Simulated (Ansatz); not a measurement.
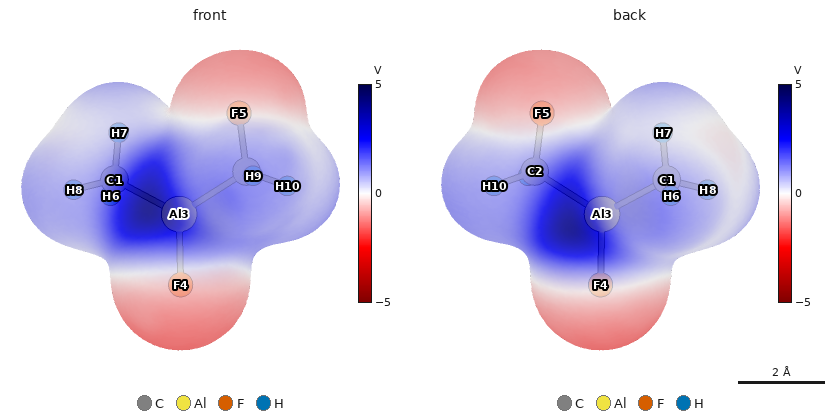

Figure 1: C2H5AlF2 (SMILES [CH3][Al]([F])[CH2]F). The molecular electrostatic potential painted on the density surface at 0.002 e/bohr³, seen from the front and from behind; the colour scale runs from red (negative) to blue (positive).

Geometry: r2SCAN-D4/def2-SVP.

Method: Ansatz, isolated molecule in a Gaussian basis; Kohn-Sham density functional theory, functional PBE0.

```yaml
atoms:
  - { symbol: C, position_ang: [-0.3384, 0.7920, 1.2009] }
  - { symbol: C, position_ang: [-3.4522, 0.0522, -0.1233] }
  - { symbol: Al, position_ang: [-1.7008, 0.9651, -0.1639] }
  - { symbol: F, position_ang: [-1.4340, 1.9395, -1.4977] }
  - { symbol: F, position_ang: [-3.5260, -0.7221, 1.0459] }
  - { symbol: H, position_ang: [0.5797, 0.3330, 0.7947] }
  - { symbol: H, position_ang: [-0.6833, 0.1657, 2.0392] }
  - { symbol: H, position_ang: [-0.0410, 1.7736, 1.6077] }
  - { symbol: H, position_ang: [-4.3092, 0.7550, -0.1306] }
  - { symbol: H, position_ang: [-3.6159, -0.6142, -0.9936] }
```

**Describe the electrostatic potential map.**

The most negative region (about −1.3 V) lies over F4, the most positive (about +4.0 V) over Al3.
